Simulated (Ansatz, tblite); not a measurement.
# B(NH3)F3 (BF3H3N): removing an electron

Aim: the energy of removing an electron for B(NH3)F3 (BF3H3N), by energy differences, and how well orbital energies stand in for it.

Program: Ansatz 0.2.0, Gaussian basis. Level of theory: as each input shows. These are calculated values, not measurements.

Levels to be run: charge +1 doublet, at the geometry of the singlet (PBE0-D4/def2-TZVP, PBE-D4/def2-TZVP, r2SCAN-D4/def2-TZVP); the starting singlet's energies come from earlier runs.

### 1 The relaxed structure

The singlet was relaxed beforehand with r2SCAN-D4/def2-SVP.

8 atoms, charge 0, spin multiplicity 1.

Atoms are counted from 1 here; the program's logs count them from 0.

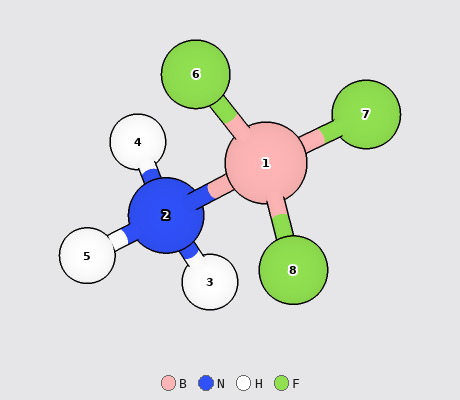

The structure; boron pink, nitrogen blue, hydrogen white, fluorine green; atoms are numbered from 1 in the order of the file.

As a file:

```xyz
8

B    -0.00231    0.00305   -0.85642
N     0.00226   -0.00295    0.83120
H    -0.95387    0.03439    1.19038
H     0.51519    0.80532    1.18923
H     0.44828   -0.85238    1.18348
F     1.32657   -0.02754   -1.18301
F    -0.64057    1.17166   -1.17342
F    -0.69556   -1.13154   -1.18143
```

### 2 Charge +1 doublet at the fixed geometry, first pass, PBE0-D4/def2-SVP

The input, in.yaml:

```yaml
crystal:
  periodic: [false, false, false]
  atoms:
    - {symbol: B, position_ang: [-0.002315, 0.003052, -0.856416]}
    - {symbol: N, position_ang: [0.002256, -0.002949, 0.831197]}
    - {symbol: H, position_ang: [-0.953866, 0.034391, 1.190382]}
    - {symbol: H, position_ang: [0.515189, 0.805315, 1.189231]}
    - {symbol: H, position_ang: [0.448282, -0.852384, 1.183476]}
    - {symbol: F, position_ang: [1.326569, -0.027539, -1.183013]}
    - {symbol: F, position_ang: [-0.640565, 1.171662, -1.173419]}
    - {symbol: F, position_ang: [-0.695560, -1.131537, -1.181429]}
basis:
  gaussian: {orbitals: def2-SVP}
total_charge: 1
magnetization: {spin_polarized: true, initial_magnetization: 1}
hamiltonian: {xc: pbe0, dispersion: d4}
output: {orbitals: {seedname: orbitals}}
```

Run with:

```console
ansatz run in.yaml --threads 4 --pin off --events-out ev --progress --plain --max-ram 3916MiB
```

Output:

```text
Functional definition: PBE0
  name "PBE0"
  cite "Adamo & Barone, J. Chem. Phys. 110, 6158 (1999) doi:10.1063/1.478522"
  cite "Perdew, Burke & Ernzerhof, Phys. Rev. Lett. 77, 3865 (1996) doi:10.1103/PhysRevLett.77.3865"
  parent pbe
  parameter a = 0.25
  parameter kappa = 0.804
  parameter beta = 0.06672455060314922
  exchange = (1 - a)*pbe_x(kappa = kappa, mu = beta*pi^2/3) + a*exact_x
  correlation = pbe_c(beta = beta)
821 factors; integrals over basis functions are off by at most 9.9e-4 eV
mean field evaluation 1: about -10332.8484 eV, gradient 4.9e1 eV
mean field evaluation 2: about -10330.3979 eV, gradient 5.9e1 eV
mean field evaluation 4: about -10340.4052 eV, gradient 2.7e0 eV
mean field evaluation 8: about -10340.6319 eV, gradient 2.3e-1 eV
mean field evaluation 16: about -10340.6321 eV, gradient 2.9e-3 eV
mean field evaluation 32: about -10340.6839 eV, gradient 4.9e-6 eV
mean field evaluation 64: about -10340.5731 eV, gradient 5.3e0 eV
mean field -10340.68390581 eV, -380.0131243713 hartree, gradient 4.9e-6 eV, S^2 0.755448; 6 other end points of the search recorded, 0 dependent functions left out
reference -10340.68392568 eV, -380.0131251013 hartree; 21, 20 occupied and 64, 65 virtual orbitals, 821 factors
Total energy: -10340.75887668 eV, -380.0158794999 hartree
```

It took 5.5 s on 4 threads of Arm Neoverse V1, shared host.

Report: HOMO -17.79 eV, LUMO -15.42 eV (over both spins); ⟨S²⟩ 0.755 (pure: 0.75).

### 3 Charge +1 doublet at the fixed geometry, PBE0-D4/def2-TZVP

start.molden holds the orbitals of an earlier run on this state, given as this run's starting guess.

in.yaml: that of step 2 with these lines changed.

```diff
@@ -12,3 +12,3 @@
 basis:
-  gaussian: {orbitals: def2-SVP}
+  gaussian: {orbitals: def2-TZVP, initial_orbitals: start.molden}
 total_charge: 1
@@ -16,2 +16,3 @@
 hamiltonian: {xc: pbe0, dispersion: d4}
+scf: {omitted_lower_state_checks: [starts]}
 output: {orbitals: {seedname: orbitals}}
```

Same command.

Output, cut to the lines that bear on the results:

```text
Functional definition: PBE0
  name "PBE0"
  cite "Adamo & Barone, J. Chem. Phys. 110, 6158 (1999) doi:10.1063/1.478522"
  cite "Perdew, Burke & Ernzerhof, Phys. Rev. Lett. 77, 3865 (1996) doi:10.1103/PhysRevLett.77.3865"
  parent pbe
[...]
924 factors; their error is unknown
[...]
mean field -10353.03932846 eV, -380.4671777788 hartree, gradient 9.6e-6 eV, S^2 0.756407; 0 other end points of the search recorded, 0 dependent functions left out
reference -10353.03934979 eV, -380.4671785628 hartree; 21, 20 occupied and 152, 153 virtual orbitals, 924 factors
Total energy: -10353.11430080 eV, -380.4699329614 hartree
Checks for a lower state left out: starts
```

Wall time 7.5 s (4 threads of Arm Neoverse V1, shared host); peak memory 0.59 GiB.

HOMO -17.80 eV, LUMO -15.39 eV (over both spins); ⟨S²⟩ 0.756 (pure: 0.75).

### 4 Charge +1 doublet at the fixed geometry, PBE-D4/def2-TZVP

in.yaml: that of step 3 with these lines changed.

```diff
@@ -15,3 +15,3 @@
 magnetization: {spin_polarized: true, initial_magnetization: 1}
-hamiltonian: {xc: pbe0, dispersion: d4}
+hamiltonian: {xc: pbe, dispersion: d4}
 scf: {omitted_lower_state_checks: [starts]}
```

Same command.

Output:

```text
Functional definition: PBE
  name "PBE"
  cite "Perdew, Burke & Ernzerhof, Phys. Rev. Lett. 77, 3865 (1996) doi:10.1103/PhysRevLett.77.3865"
  parent pbe
  parameter kappa = 0.804
  parameter beta = 0.06672455060314922
  exchange = pbe_x(kappa = kappa, mu = beta*pi^2/3)
  correlation = pbe_c(beta = beta)
these checks for a lower state are left out or cut short: starts
924 factors; their error is unknown
mean field evaluation 1: about -10353.3874 eV, gradient 7.7e0 eV
mean field evaluation 2: about -10353.5195 eV, gradient 2.0e-1 eV
mean field evaluation 4: about -10353.5071 eV, gradient 1.6e-1 eV
mean field evaluation 8: about -10353.5072 eV, gradient 7.5e-5 eV
mean field -10353.50717493 eV, -380.4843708195 hartree, gradient 1.7e-5 eV, S^2 0.751741; 0 other end points of the search recorded, 0 dependent functions left out
reference -10353.50720649 eV, -380.4843719791 hartree; 21, 20 occupied and 152, 153 virtual orbitals, 924 factors
Total energy: -10353.59859276 eV, -380.4877303628 hartree
Checks for a lower state left out: starts
```

Run time: 2.6 s. Hardware: 4 threads of Arm Neoverse V1, shared host.

HOMO -15.94 eV, LUMO -15.85 eV (over both spins); ⟨S²⟩ 0.752 (pure: 0.75).

### 5 Charge +1 doublet at the fixed geometry, r2SCAN-D4/def2-TZVP

in.yaml: that of step 4 with these lines changed.

```diff
@@ -15,3 +15,3 @@
 magnetization: {spin_polarized: true, initial_magnetization: 1}
-hamiltonian: {xc: pbe, dispersion: d4}
+hamiltonian: {xc: r2scan, dispersion: d4}
 scf: {omitted_lower_state_checks: [starts]}
```

Same command.

Output:

```text
Functional definition: r2SCAN
  name "r2SCAN"
  cite "Furness, Kaplan, Ning, Perdew & Sun, J. Phys. Chem. Lett. 11, 8208 (2020) doi:10.1021/acs.jpclett.0c02405"
  cite "Furness, Kaplan, Ning, Perdew & Sun, J. Phys. Chem. Lett. 11, 9248 (2020) doi:10.1021/acs.jpclett.0c03077"
  parent r2scan
  parameter k0 = 0.174
  parameter k1 = 0.065
  parameter a1 = 4.9479
  exchange = r2scan_x(k0 = k0, k1 = k1, a1 = a1)
  correlation = r2scan_c
these checks for a lower state are left out or cut short: starts
924 factors; their error is unknown
mean field evaluation 1: about -10359.3614 eV, gradient 3.8e0 eV
mean field evaluation 2: about -10359.3960 eV, gradient 7.4e-2 eV
mean field evaluation 4: about -10359.3845 eV, gradient 6.2e-2 eV
mean field evaluation 8: about -10359.3845 eV, gradient 1.6e-5 eV
mean field -10359.38447307 eV, -380.7003575425 hartree, gradient 1.6e-5 eV, S^2 0.753934; 0 other end points of the search recorded, 0 dependent functions left out
reference -10359.38448222 eV, -380.7003578786 hartree; 21, 20 occupied and 152, 153 virtual orbitals, 924 factors
Total energy: -10359.40632258 eV, -380.7011604971 hartree
Checks for a lower state left out: starts
```

Wall time 6.5 s (4 threads of Arm Neoverse V1, shared host).

Report: HOMO -16.36 eV, LUMO -16.02 eV (over both spins); ⟨S²⟩ 0.754 (pure: 0.75).

### 6 Vertical ionisation energy

Charged state less starting state, singlet to doublet; the starting state's energies are those of its earlier runs.

```csv
level,vertical ionisation energy (eV),time
PBE-D4/def2-TZVP,+12.07,3.6 s
r2SCAN-D4/def2-TZVP,+12.41,8.7 s
PBE0-D4/def2-TZVP,+12.87,8.9 s
```

Times add the two runs; a level without a time comes out of a correlated run.

Beside −ε(HOMO) of the starting state:

```csv
level,−ε(HOMO) (eV),by difference (eV),mismatch (eV)
PBE-D4/def2-TZVP,8.09,12.07,-3.98
r2SCAN-D4/def2-TZVP,8.61,12.41,-3.80
PBE0-D4/def2-TZVP,10.24,12.87,-2.63
```

### 7 What came out

| quantity | value |
| --- | --- |
| vertical ionisation energy, functionals in def2-TZVP | 12.07 (PBE-D4) to 12.87 eV (PBE0-D4) |

In words: The vertical ionisation energy spans 12.07 to 12.87 eV over the functionals. −ε(HOMO) misses the level's own difference by -2.63 eV at best (PBE0-D4) and -3.98 eV at worst (PBE-D4).
